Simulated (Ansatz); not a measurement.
# Trilayer T-PbI2 in a field along the normal: induced dipole (PBEsol)

A gate puts a field across trilayer T-PbI2. How large is the induced dipole, and what happens to the gap?

All values are computed: Ansatz 0.2.0, PBEsol, plane waves, no spin–orbit coupling; sawtooth field with a dipole correction, atoms held at their zero-field places, cell area 17.97 Å². The field is the one in the vacuum. Energy changes count from the zero-field run.

| field (V/Å) | dipole (e·Å) | energy change (meV) | gap on the path (eV) |
| --- | --- | --- | --- |
| 0.05 | 0.082 | -2.1 | 2.06 |
| 0.1 | ? | ? | ? |
| 0.2 | 0.329 | -32.9 | 1.90 |
| 0.3 | 0.494 | -74.1 | 1.75 |
| 0.4 | 0.659 | -131.8 | 1.56 |

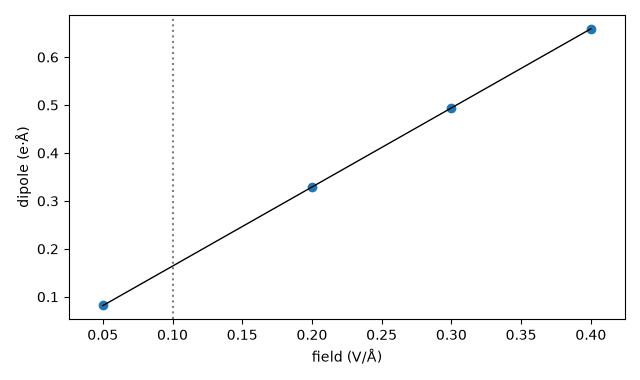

The shown rows (points), the fit (line) and the place of the withheld row (dotted).

**Fit.** A least-squares line through the shown values, as rounded, is dipole = -0.001 + 1.65 × field (V/Å); it misses them by 0.001 e·Å at most. The fit misses the rows by 0.000 e·Å on average, and their plain mean by 0.185 e·Å, so the fit does better. The slope is the electronic polarisability of the cell, α = 1.65 e·Å²/V. It also sets the energy, −αF²/2 for a sheet without a dipole of its own: -132.0 meV at 0.4 V/Å. From the weakest to the strongest field the gap on the path changes by -0.50 eV, since the field shifts the levels of one sheet against the other.

**The withheld row.** The prediction is -0.001 + 1.65 × (0.1) = 0.164 e·Å. The run gave dipole 0.165 e·Å, energy change -8.2 meV, gap on the path 2.02 eV. The miss in dipole is +0.001 e·Å, within the scatter of the fitted rows. The mean of the shown rows would have missed by -0.226 e·Å.

Ions don't move, so the lattice part of the screening is missing; semilocal functionals overestimate polarisabilities somewhat.
